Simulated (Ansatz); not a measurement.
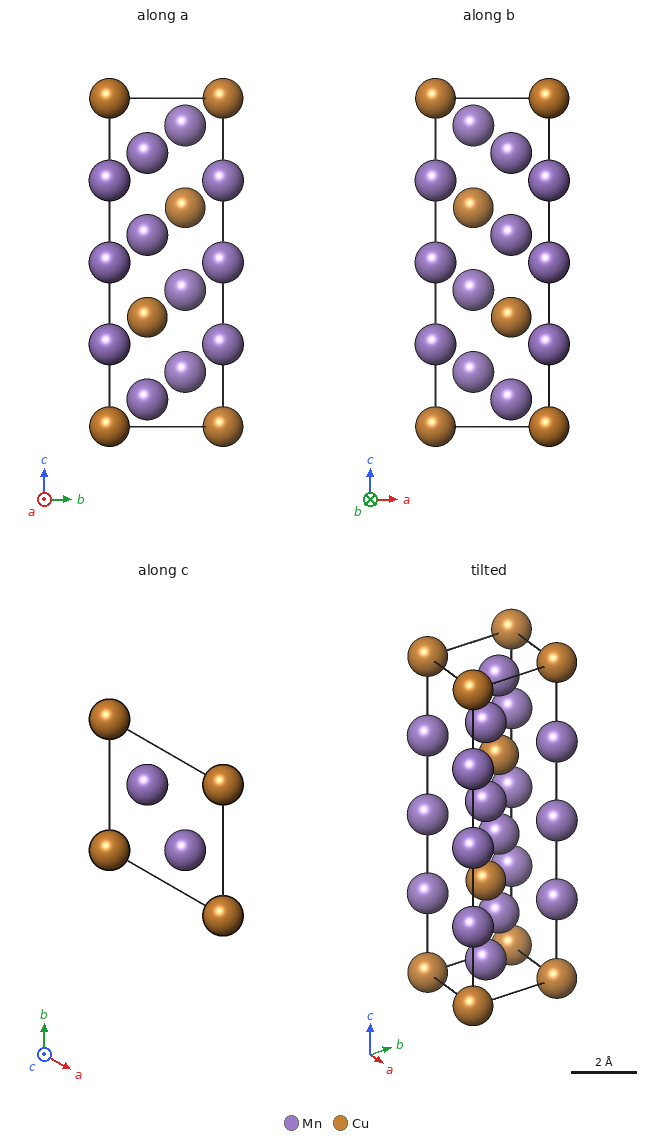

Shown here is a spheres-only view of the crystal, taken along the a axis, along the b axis, along the c axis and slightly off an axis. The frame is the conventional unit cell; atoms at its boundary are shown with their periodic copies.

Lattice parameters: a = 4.082 Å, b = 4.082 Å, c = 10.227 Å, α = 90.00°, β = 90.00°, γ = 120.00°. Put a along x and b in the xy plane.

Give the structure in the form of a POSCAR file.

Answer.
```
Mn Cu
1.0
     4.082    0.000    0.000
    -2.041    3.535    0.000
     0.000    0.000   10.227
Mn Cu
9 3
Direct
  0.0000 0.0000 0.2505
  0.6667 0.3333 0.0829
  0.3333 0.6667 0.1667
  0.6667 0.3333 0.5838
  0.3333 0.6667 0.4162
  0.0000 0.0000 0.5000
  0.3333 0.6667 0.9171
  0.0000 0.0000 0.7495
  0.6667 0.3333 0.8333
  0.0000 0.0000 0.0000
  0.6667 0.3333 0.3333
  0.3333 0.6667 0.6667
```

The initial geometry was a structure type filled with these elements by a generator (whether the compound takes this form wasn't checked). Atoms and cell were optimised with DFT PBE, scalar-relativistic, plane waves, PAW (Ansatz).
